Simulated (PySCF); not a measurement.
# One shape, several levels: TiNH2Cl3 (SMILES [NH2][Ti]([Cl])([Cl])[Cl])

We compute a comparison of 6 runs (HF/STO-3G, HF/3-21G, HF/cc-pVDZ, B3LYP/def2-SVP, PBE0/def2-SVP, B3LYP/6-31G*) of TiNH2Cl3. The job is set up through a Python script.

The calculation is run with PySCF 2.14.0.

1 further run of the same task is left out (it didn't finish).

### Step 1. The structure to begin with

TiNH2Cl3: 7 atoms, total charge 0, spin state singlet. As SMILES, `[NH2][Ti]([Cl])([Cl])[Cl]`. The coordinates come from a PBE0-D4/def2-TZVP relaxation.

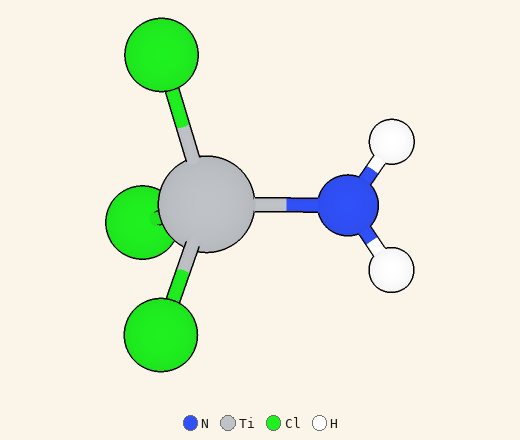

Viewed from a chosen angle; nitrogen blue, titanium light grey, chlorine green, hydrogen white.

### Step 2. Energy and forces at HF/STO-3G (run 1)

Input file input.xyz:

```xyz
7
Cl3H2NTi
N     -0.676400     0.479600     0.813100
Ti     0.416000    -0.273300    -0.459100
Cl     1.922500    -1.442100     0.599700
Cl    -0.771400    -1.594700    -1.742800
Cl     1.232300     1.358700    -1.654500
H     -1.200200     1.334700     0.679200
H     -0.861700     0.068900     1.718900
```

Input file calc.py:

```python
# [NH2][Ti]([Cl])([Cl])[Cl]
from pyscf import gto

system = gto.Mole()
system.atom = 'input.xyz'
system.basis = 'sto-3g'
system.max_memory = 1860
system.charge = 0
system.verbose = 4
system.spin = 0
system.build()

mf = system.RHF()
mf.conv_tol = 1e-10
mf.kernel()
if not mf.converged:
    mf = mf.newton().run(mf.mo_coeff, mf.mo_occ)

energy = mf.e_tot
print(f'total energy: {energy:.8f} hartree')
grad = mf.nuc_grad_method().kernel()
mf.analyze()
```

On the command line:

```console
$ OMP_NUM_THREADS=1 python calc.py
```

Log:

```text
PySCF version 2.14.0

[... 78 lines left out ...]
Nuclear Repulsion Energy =             532.629389330593995
[... 9 lines left out ...]
MO #4   energy= -103.68402648551   occ= 2
[... 7 lines left out ...]
MO #12  energy= -10.3688795336581  occ= 2
[... 7 lines left out ...]
MO #20  energy= -7.80817603325973  occ= 2
[... 7 lines left out ...]
MO #28  energy= -1.00780013526283  occ= 2
[... 7 lines left out ...]
MO #36  energy= -0.444854780718176 occ= 2
[... 7 lines left out ...]
MO #44  energy= 0.207328362340682  occ= 0
[... 7 lines left out ...]
MO #52  energy= 0.785048599612979  occ= 0
[... 62 lines left out ...]
Dipole moment(X, Y, Z, Debye): -1.81727,  1.42598,  2.34712
```

Wall time 3.9 s (1 thread of Arm Neoverse V2, shared host); peak memory 0.13 GiB.

### Step 3. Energy and gradient at HF/3-21G (run 2)

Input file mol.xyz:

```xyz
7
Cl3H2NTi
N     -0.676400     0.479600     0.813100
Ti     0.416000    -0.273300    -0.459100
Cl     1.922500    -1.442100     0.599700
Cl    -0.771400    -1.594700    -1.742800
Cl     1.232300     1.358700    -1.654500
H     -1.200200     1.334700     0.679200
H     -0.861700     0.068900     1.718900
```

Input file job.py:

```python
import pyscf.grad
from pyscf import gto, scf

molecule = gto.M(
    atom='mol.xyz',
    charge=0,
    spin=0,
    max_memory=1860,
    basis='3-21g',
    verbose=3,
)

mf = scf.RHF(molecule)
mf.conv_tol = 1e-10
mf.kernel()
if not mf.converged:
    mf = mf.newton().run(mf.mo_coeff, mf.mo_occ)

energy = mf.e_tot
print(f'total energy: {energy:.8f} hartree')
grad = mf.Gradients().kernel()
mf.analyze()
```

On the command line:

```console
$ OMP_NUM_THREADS=1 python job.py
```

Log:

```text
converged SCF energy = -2271.68667861863
[... 20 lines left out ...]
MO #9   energy= -15.5446798856492  occ= 2
[... 9 lines left out ...]
MO #19  energy= -7.97619449070891  occ= 2
[... 9 lines left out ...]
MO #29  energy= -1.09764841028867  occ= 2
[... 9 lines left out ...]
MO #39  energy= -0.489368924013602 occ= 2
[... 9 lines left out ...]
MO #49  energy= 0.0811066567083476 occ= 0
[... 9 lines left out ...]
MO #59  energy= 0.780186832119452  occ= 0
[... 9 lines left out ...]
MO #69  energy= 1.23045620944704   occ= 0
[... 9 lines left out ...]
MO #79  energy= 2.57419103229516   occ= 0
[... 8 lines left out ...]
Dipole moment(X, Y, Z, Debye): -2.63656,  1.95412,  3.25584
```

It took 4.2 s on 1 thread of Arm Neoverse V2, shared host; peak memory 0.16 GiB.

Run 3 isn't shown in full; the table further down has it.

### Step 4. Energy and gradient at B3LYP/def2-SVP (run 4)

Edit mol.xyz of step 3 so:

```diff
@@ -1,3 +1,3 @@
 7
-Cl3H2NTi
+
 N     -0.676400     0.479600     0.813100
```

Input file calc.py:

```python
from pyscf import gto, dft

mol = gto.M(
    atom='mol.xyz',
    basis='def2-svp',
    spin=0,
    verbose=3,
    max_memory=1860,
)

mf = dft.RKS(mol)
mf.xc = 'b3lyp'
mf.conv_tol = 1e-10
mf.grids.level = 5
mf.kernel()
if not mf.converged:
    mf = mf.newton().run(mf.mo_coeff, mf.mo_occ)

e_tot = mf.e_tot
print('E(%s) = %.9f' % ('B3LYP', e_tot))
grad = mf.nuc_grad_method().kernel()
dip = mf.dip_moment()
pop, q = mf.mulliken_pop()
```

On the command line:

```console
$ OMP_NUM_THREADS=1 python calc.py
```

Log:

```text
converged SCF energy = -2285.73683849308
[... 11 lines left out ...]
Dipole moment(X, Y, Z, Debye): -1.65657,  1.37071,  2.23212
[... 117 lines left out ...]
charge of    6H =      0.14377
```

Wall time 54 s (1 thread of Arm Neoverse V2, shared host); peak memory 1.1 GiB.

Run 5 isn't shown in full; the table further down has it.

### Step 5. Energy and gradient at B3LYP/6-31G(d) (Cartesian functions) (run 6)

Input file calc.py:

```python
from pyscf import gto, dft

mol = gto.M(
    atom='''
N     -1.278211     0.906313     1.536536
Ti     0.786126    -0.516462    -0.867573
Cl     3.632998    -2.725174     1.133269
Cl    -1.457735    -3.013546    -3.293415
Cl     2.328710     2.567571    -3.126552
H     -2.268049     2.522217     1.283502
H     -1.628377     0.130202     3.248250
''',
    basis='6-31g*',
    cart=True,
    max_memory=1860,
    verbose=4,
    unit='bohr',
)

calc0 = dft.RKS(mol, xc='b3lyp')
calc0.grids.level = 5
calc0.conv_tol = 1e-10
calc0.kernel()
if not calc0.converged:
    calc0 = calc0.newton().run(calc0.mo_coeff, calc0.mo_occ)

e_final = calc0.e_tot
print('E(%s) = %.9f' % ('B3LYP', e_final))
grad = calc0.nuc_grad_method().kernel()
calc0.analyze()
```

On the command line:

```console
$ OMP_NUM_THREADS=1 python calc.py
```

Log:

```text
PySCF version 2.14.0

[... 99 lines left out ...]
Total Energy =                       -2286.213948389971847
[... 16 lines left out ...]
MO #10  energy= -9.46942968769606  occ= 2
[... 14 lines left out ...]
MO #25  energy= -1.5731810263933   occ= 2
[... 14 lines left out ...]
MO #40  energy= -0.324180731463636 occ= 2
[... 14 lines left out ...]
MO #55  energy= 0.213905983766682  occ= 0
[... 14 lines left out ...]
MO #70  energy= 0.661945123169261  occ= 0
[... 14 lines left out ...]
MO #85  energy= 0.902708113015945  occ= 0
[... 14 lines left out ...]
MO #100 energy= 1.81165638700181   occ= 0
[... 14 lines left out ...]
MO #115 energy= 5.2147837589986    occ= 0
[... 125 lines left out ...]
Dipole moment(X, Y, Z, Debye): -1.85824,  1.50572,  2.46227
```

Run time: 73 s. Hardware: 1 thread of Arm Neoverse V2, shared host; peak memory 1.2 GiB.

### Step 6. The series

```csv
run,level,integration grid,Cartesian functions,energy (Eh),dipole moment (D),HOMO energy (eV),LUMO energy (eV),wall time
1,HF/STO-3G,–,no,-2258.835470,3.29,-10.08,5.33,3.9 s
2,HF/3-21G,–,no,-2271.686679,4.62,-12.25,0.05,4.2 s
3,HF/cc-pVDZ,–,no,-2282.770641,3.27,-11.81,0.74,49 s
4,B3LYP/def2-SVP,5,no,-2285.736838,3.10,-7.99,-3.25,54 s
5,PBE0/def2-SVP,5,no,-2284.958833,3.21,-8.36,-3.15,54 s
6,B3LYP/6-31G* (Cartesian functions),5,yes,-2286.213948,3.43,-8.17,-3.35,73 s
```

### Step 7. Outcome

```
                       quantity           value
            run 6: total energy  -2286.21395 Eh
           run 6: dipole moment          3.43 D
             run 6: HOMO energy        -8.17 eV
             run 6: LUMO energy        -3.35 eV
           run 6: HOMO–LUMO gap         4.82 eV
run 6: largest force on an atom      0.362 eV/Å
```

What this shows: The dipole moment (its size) runs from 3.10 D (B3LYP/def2-SVP) to 4.62 D (HF/3-21G). The two ends differ in method and basis. The HOMO–LUMO gap runs from 4.73 eV (B3LYP/def2-SVP) to 15.41 eV (HF/STO-3G). Totals of different functionals can't be ranked against each other. In run 1 the basis is minimal, so the values are rough. All runs together took 4 min, the longest 73 s.
